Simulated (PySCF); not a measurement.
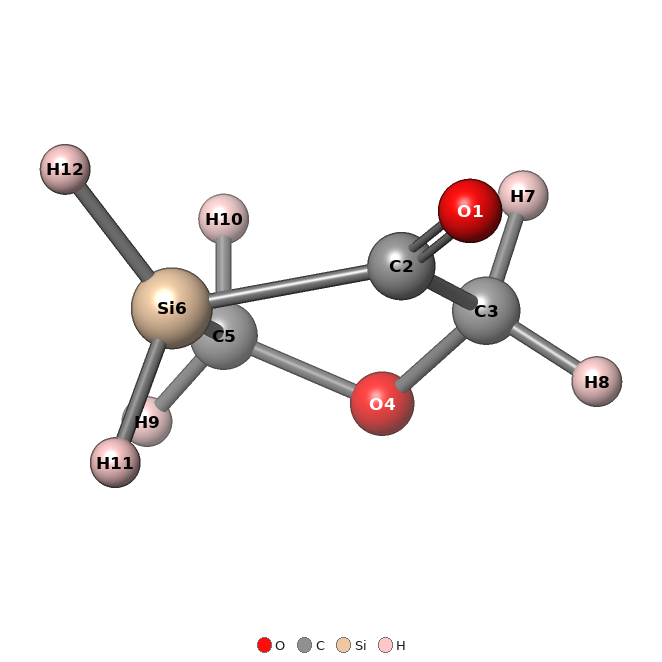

Atoms fade into the background with distance from the viewer. Computed geometry: PBE0-D3(BJ)/def2-SVP optimisation. No frequency run is at hand to confirm it as a minimum.

How is the 5-membered ring C2–C3–O4–C5–Si6 puckered?

It is a twist (half-chair). The Cremer–Pople amplitude Q is 0.45 Å.

Give the torsion angles round the ring, beginning with the bond from its second to its third atom.

47°, −52°, 33°, −10°, −16°.
